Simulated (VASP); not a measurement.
Band structure of MgI₂ (1T layered). All values below come from revTPSS meta-GGA, VASP's PBE PAW potentials (set 64) (plane waves; VASP).

The path is coarsely sampled, so an indirect gap can come out somewhat too large. Without a dispersion term in the relaxation, distances and binding between the weakly bound layers, chains or molecules are unreliable, and so is what depends on them. Unless said otherwise, spin-orbit coupling is left out, though it shifts the bands of the heavy elements here.

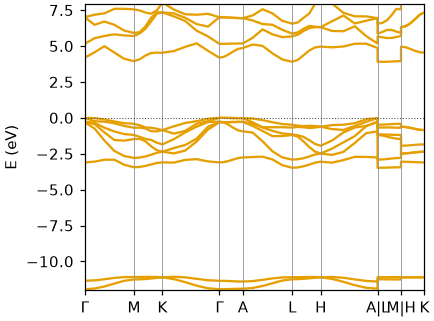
Bands along high-symmetry lines, zero at the valence-band maximum or, without a gap, the Fermi level

### Question
Read the plot: is there a gap, and where are the band edges?

### Answer
The gap is indirect, 3.90 eV, from the valence maximum at Γ to the conduction minimum at L-M at 0.20.

The compound is MgI2 in the 1T layered structure. It was relaxed first, which changed the volume by +13 %.
